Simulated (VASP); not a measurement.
Band structure of Mn$_{3}$ZnN (space group Pm-3m). All values below come from PBEsol GGA, VASP's PBE PAW potentials (set 64) (plane waves; VASP).

The moments were started parallel, and other spin orders were not tried in this run.

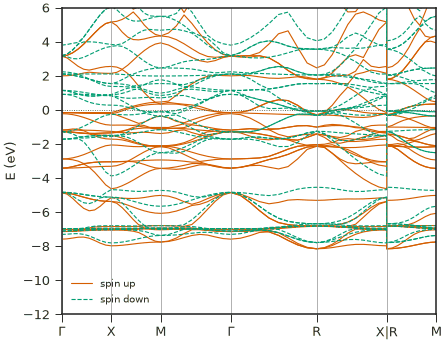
Bands along high-symmetry lines, zero at the valence-band maximum or, without a gap, the Fermi level

Question: Read the plot: is there a gap, and where are the band edges?

Answer: It has no gap at this level: it comes out as a metal or semimetal.

The structure comes from a measured Mn3ZnN entry (Pm-3m) of the Crystallography Open Database, whose conditions weren't checked. The cell was not relaxed at this level.
